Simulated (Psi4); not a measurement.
# CH5Al (SMILES [CH3][AlH2]): levels of theory compared

Aim: a comparison of 4 runs (HF/def2-SVP, B3LYP/6-31G*, M06-2X/def2-SVP) of CH5Al. 

The results are computed with Psi4 1.11.

12 further runs of the same task are left out: 3 that didn't finish, 9 set aside as unsound or not needed.

## 1. The system as given

CH5Al: 7 atoms, total charge 0, spin state singlet. As SMILES, `[CH3][AlH2]`. Geometry: relaxed at PBE0-D4/def2-TZVP.

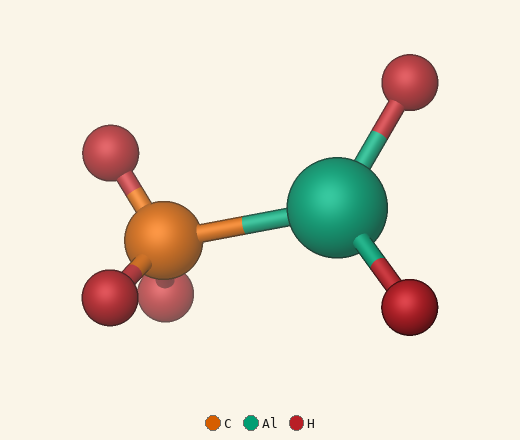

Viewed from a chosen angle; carbon orange, aluminium teal, hydrogen red.

## 2. The energy at HF/def2-SVP (run 1)

calc.inp reads:

```
memory 1600 mb

molecule m {
  C     -0.448500    -0.695600    -0.355500
  Al     0.562900     0.778300     0.424700
  H     -1.063100    -1.219600     0.380800
  H     -1.134400    -0.306400    -1.118200
  H      0.193400    -1.425500    -0.855600
  H      0.016000     1.549300     1.703400
  H      1.934800     1.251600    -0.225400
  symmetry c1
  no_reorient
  no_com
}

set puream true
set e_convergence 1e-09
set d_convergence 1e-08
set scf_type pk

e_tot = energy('scf/def2-SVP')
```

Command:

```sh
$ psi4 -i calc.inp -o calc.out -n 1
```

calc.out:

```text
[...]
  Running in c1 symmetry.
[...]
  Nuclear repulsion =   50.618451726653156
[...]
  Multiplicity = 1
[...]
  Nalpha       = 12
  Nbeta        = 12
[...]
    Number of basis functions: 57
[...]
   @RHF iter   1:  -282.50489250098099   -7.27886e-01   5.97744e-03 DIIS/ADIIS
[...]
   @RHF iter  10:  -282.57559227922678   -2.72848e-12   3.20238e-09 DIIS
[...]
    Orbital Energies [Eh]
    ---------------------
    Doubly Occupied:
       1A    -58.438968     2A    -11.200245     3A     -4.876492
       4A     -3.195481     5A     -3.191913     6A     -3.191582
       7A     -0.911984     8A     -0.547444     9A     -0.545226
      10A     -0.540262    11A     -0.419412    12A     -0.411499
[...]
  @RHF Final Energy:  -282.57559227922678
   => Energetics <=
    Nuclear Repulsion Energy =             50.6184517266531557
    One-Electron Energy =                -491.4470732082837685
    Two-Electron Energy =                 158.2530292024038090
    Total Energy =                       -282.5755922792267825
[...]
 Multipole Moments:
 ------------------------------------------------------------------------------------
     Multipole            Electronic (a.u.)      Nuclear  (a.u.)        Total (a.u.)
 ------------------------------------------------------------------------------------
 L = 1.  Multiply by 2.5417464519 to convert [e a0] to [Debye]
 Dipole X            :         -8.7743466            8.6424735           -0.1318731
 Dipole Y            :        -11.1513017           10.9485063           -0.2027954
 Dipole Z            :         -6.2852771            6.1852626           -0.1000145
 Magnitude           :                                                    0.2617621
[...]
```

Run time: 1.2 s. Hardware: 1 thread of AMD EPYC 9R45 (Zen 5), shared host; peak memory 0.2 GiB.

## 3. The energy at B3LYP/6-31G(d) (spherical functions) (run 2)

job.py reads:

```python
import psi4

psi4.set_memory('1600 MB')
psi4.set_num_threads(1)
psi4.set_output_file('run.log', False)

mol = psi4.geometry("""
0 1
C     -0.448500    -0.695600    -0.355500
Al     0.562900     0.778300     0.424700
H     -1.063100    -1.219600     0.380800
H     -1.134400    -0.306400    -1.118200
H      0.193400    -1.425500    -0.855600
H      0.016000     1.549300     1.703400
H      1.934800     1.251600    -0.225400
symmetry c1
""")

options = {'basis': '6-31G*', 'puream': True, 'e_convergence': 1e-09, 'd_convergence': 1e-08, 'scf_type': 'pk', 'dft_radial_points': 99, 'dft_spherical_points': 590}
psi4.set_options(options)

e_tot, wfn = psi4.energy('b3lyp', molecule=mol, return_wfn=True)
print(f'total energy {e_tot:.8f} hartree = {e_tot * 27.211386:.5f} eV')
```

Command:

```sh
$ python job.py
```

run.log:

```text
[...]
  Running in c1 symmetry.
[...]
  Nuclear repulsion =   50.618451726653156
[...]
  Multiplicity = 1
[...]
  Nalpha       = 12
  Nbeta        = 12
[...]
    Number of basis functions: 42
[...]
   @RKS iter   1:  -283.29009048576745   -3.85969e-01   1.59243e-02 ADIIS/DIIS
[...]
   @RKS iter   9:  -283.53105226019625   -5.22959e-12   4.81276e-09 DIIS
[...]
  @RKS Final Energy:  -283.53105226019625
   => Energetics <=
    Nuclear Repulsion Energy =             50.6184517266531557
    One-Electron Energy =                -491.7793310942352036
    Two-Electron Energy =                 178.5839609959008669
    DFT Exchange-Correlation Energy =     -20.9541338885151305
    Empirical Dispersion Energy =           0.0000000000000000
    VV10 Nonlocal Energy =                  0.0000000000000000
    Total Energy =                       -283.5310522601962475
[...]
 Multipole Moments:
 ------------------------------------------------------------------------------------
     Multipole            Electronic (a.u.)      Nuclear  (a.u.)        Total (a.u.)
 ------------------------------------------------------------------------------------
 L = 1.  Multiply by 2.5417464519 to convert [e a0] to [Debye]
 Dipole X            :          1.2464383           -1.4049734           -0.1585351
 Dipole Y            :          1.7005257           -1.9307177           -0.2301920
 Dipole Z            :          0.9834991           -1.1061640           -0.1226650
 Magnitude           :                                                    0.3052350
[...]
```

The script printed:

```text
total energy -283.53105226 hartree = -7715.27291 eV
```

Wall time 5.1 s (1 thread of AMD EPYC 9R45 (Zen 5), shared host); peak memory 0.69 GiB.

## 4. Energy and forces at B3LYP/6-31G(d) (Cartesian functions) (run 3)

ch5al.xyz reads:

```xyz
7
CH5Al
C     -0.448500    -0.695600    -0.355500
Al     0.562900     0.778300     0.424700
H     -1.063100    -1.219600     0.380800
H     -1.134400    -0.306400    -1.118200
H      0.193400    -1.425500    -0.855600
H      0.016000     1.549300     1.703400
H      1.934800     1.251600    -0.225400
```

job.py reads:

```python
import psi4

psi4.set_memory(1600000000)
psi4.set_num_threads(1)
psi4.set_output_file('ch5al.out', False)

with open('ch5al.xyz') as f:
    atoms = ''.join(f.readlines()[2:])
molecule = psi4.geometry('0 1\n' + atoms + 'symmetry c1\nno_reorient\nno_com')

psi4.set_options({
    'basis': '6-31G*',
    'puream': False,
    'e_convergence': 1e-09,
    'd_convergence': 1e-08,
    'scf_type': 'pk',
    'dft_radial_points': 99,
    'dft_spherical_points': 590,
})

e, wfn = psi4.gradient('b3lyp', return_wfn=True)
psi4.oeprop(wfn, 'DIPOLE', 'QUADRUPOLE', 'LOWDIN_CHARGES')
print('gradient / Eh bohr^-1')
print(e.np.round(6))
print(f'energy = {wfn.energy():.10f} Eh')
```

Command:

```sh
$ python job.py
```

ch5al.out:

```text
[...]
  Running in c1 symmetry.
[...]
  Nuclear repulsion =   50.618451726653156
[...]
  Multiplicity = 1
[...]
  Nalpha       = 12
  Nbeta        = 12
[...]
    Number of basis functions: 44
[...]
   @RKS iter   1:  -283.29258351322187   -3.86855e-01   1.53906e-02 DIIS/ADIIS
[...]
   @RKS iter   9:  -283.53338300814562   -6.36646e-12   5.57793e-09 DIIS
[...]
    Orbital Energies [Eh]
    ---------------------
    Doubly Occupied:
       1A    -56.036026     2A    -10.156927     3A     -4.125956
       4A     -2.684347     5A     -2.675915     6A     -2.675105
       7A     -0.677080     8A     -0.402096     9A     -0.394133
      10A     -0.392134    11A     -0.293635    12A     -0.283017
[...]
  @RKS Final Energy:  -283.53338300814562
   => Energetics <=
    Nuclear Repulsion Energy =             50.6184517266531557
    One-Electron Energy =                -491.7389714337646751
    Two-Electron Energy =                 178.5259484701802251
    DFT Exchange-Correlation Energy =     -20.9388117712143682
    Empirical Dispersion Energy =           0.0000000000000000
    VV10 Nonlocal Energy =                  0.0000000000000000
    Total Energy =                       -283.5333830081456767
[...]
  -Total Gradient:
     Atom            X                  Y                   Z
    ------   -----------------  -----------------  -----------------
       1        0.000365830468     0.000472342233     0.000371581803
       2       -0.001487870954    -0.001855162539    -0.001204207116
       3        0.001279997734     0.001309140917    -0.001182136413
       4        0.001572533013    -0.000252467704     0.001646803182
       5       -0.000907021244     0.001636309246     0.000993106820
       6        0.000170889763    -0.000749157914    -0.000902393949
       7       -0.000994290142    -0.000560624722     0.000277295343
[...]
```

The script printed:

```text
gradient / Eh bohr^-1
[[ 0.000366  0.000472  0.000372]
 [-0.001488 -0.001855 -0.001204]
 [ 0.00128   0.001309 -0.001182]
 [ 0.001573 -0.000252  0.001647]
 [-0.000907  0.001636  0.000993]
 [ 0.000171 -0.000749 -0.000902]
 [-0.000994 -0.000561  0.000277]]
energy = -283.5333830081 Eh
```

Run time: 6 s. Hardware: 1 thread of AMD EPYC 9R45 (Zen 5), shared host; peak memory 0.71 GiB.

## 5. Energy and forces at M06-2X/def2-SVP (run 4)

ch5al.in reads:

```
memory 1600 mb

molecule {
  0 1
  C
  Al 1 1.950391
  H 1 1.092908 2 112.60892
  H 1 1.097108 3 106.67039 2 -120.17335
  H 1 1.09311 3 108.56039 4 -114.54577
  H 2 1.590162 1 120.64561 3 -28.39761
  H 2 1.590205 6 118.76014 1 178.69537
  symmetry c1
  no_reorient
  no_com
}

set globals {
  basis def2-SVP
  puream true
  e_convergence 1e-09
  d_convergence 1e-08
  scf_type pk
  dft_radial_points 99
  dft_spherical_points 590
}

result, w = gradient('m06-2x', return_wfn=True)
oeprop(w, 'MULLIKEN_CHARGES', 'LOWDIN_CHARGES', 'WIBERG_LOWDIN_INDICES')
```

Command:

```sh
$ psi4 -i ch5al.in -o ch5al.out -n 1
```

ch5al.out:

```text
[...]
  Running in c1 symmetry.
[...]
  Nuclear repulsion =   50.618444317924727
[...]
  Multiplicity = 1
[...]
  Nalpha       = 12
  Nbeta        = 12
[...]
    Number of basis functions: 57
[...]
   @RKS iter   1:  -283.20021526496299   -4.64270e-01   9.76977e-03 DIIS/ADIIS
[...]
   @RKS iter   9:  -283.36712136872376   -5.96856e-12   4.66690e-09 DIIS
[...]
    Orbital Energies [Eh]
    ---------------------
    Doubly Occupied:
       1A    -56.843419     2A    -10.523045     3A     -4.368293
       4A     -2.875744     5A     -2.869494     6A     -2.869040
       7A     -0.757731     8A     -0.463134     9A     -0.457540
      10A     -0.454329    11A     -0.345244    12A     -0.338785
[...]
  @RKS Final Energy:  -283.36712136872376
   => Energetics <=
    Nuclear Repulsion Energy =             50.6184443179247268
    One-Electron Energy =                -491.6019269542122743
    Two-Electron Energy =                 169.9487566066666488
    DFT Exchange-Correlation Energy =     -12.3323953391029075
    Empirical Dispersion Energy =           0.0000000000000000
    VV10 Nonlocal Energy =                  0.0000000000000000
    Total Energy =                       -283.3671213687237582
[...]
  -Total Gradient:
     Atom            X                  Y                   Z
    ------   -----------------  -----------------  -----------------
       1        0.000141954157    -0.000018239831    -0.003738602959
       2       -0.000008622775     0.000006391428    -0.002608380822
       3       -0.000031075179    -0.004403850045     0.001587847245
       4       -0.003701188690     0.002017826952     0.001222167226
       5        0.003611056032     0.002396331321     0.001558290775
       6        0.000836620604     0.001599420079     0.000948963127
       7       -0.000845818191    -0.001601198248     0.000954441711
[...]
```

Run time: 14 s. Hardware: 1 thread of AMD EPYC 9R45 (Zen 5), shared host; peak memory 0.96 GiB.

## 6. All runs side by side

| run | level | integration grid | task | energy (Eh) | dipole moment (D) | HOMO energy (eV) | LUMO energy (eV) | wall time |
| --- | --- | --- | --- | --- | --- | --- | --- | --- |
| 1 | HF/def2-SVP | – | energy | -282.575592 | 0.67 | -11.20 | 1.49 | 1.2 s |
| 2 | B3LYP/6-31G* (spherical functions) | 99 radial × 590 angular | energy | -283.531052 | 0.78 | -7.70 | -1.43 | 5.1 s |
| 3 | B3LYP/6-31G* (Cartesian functions) | 99 radial × 590 angular | gradient | -283.533383 | 0.77 | -7.70 | -1.43 | 6 s |
| 4 | M06-2X/def2-SVP | 99 radial × 590 angular | gradient | -283.367121 | 0.73 | -9.22 | -0.70 | 14 s |

## 7. What came out

```
                       quantity          value
            run 4: total energy  -283.36712 Eh
           run 4: dipole moment         0.73 D
             run 4: HOMO energy       -9.22 eV
             run 4: LUMO energy       -0.70 eV
           run 4: HOMO–LUMO gap        8.52 eV
run 4: largest force on an atom     0.241 eV/Å
```

What this shows: The dipole moment (its size) runs from 0.67 D (HF/def2-SVP) to 0.78 D (B3LYP/6-31G*). The two ends differ in method and basis. The HOMO–LUMO gap runs from 6.27 eV (B3LYP/6-31G*) to 12.68 eV (HF/def2-SVP). Totals of different functionals can't be ranked against each other. All runs together took 26 s, the longest 14 s.
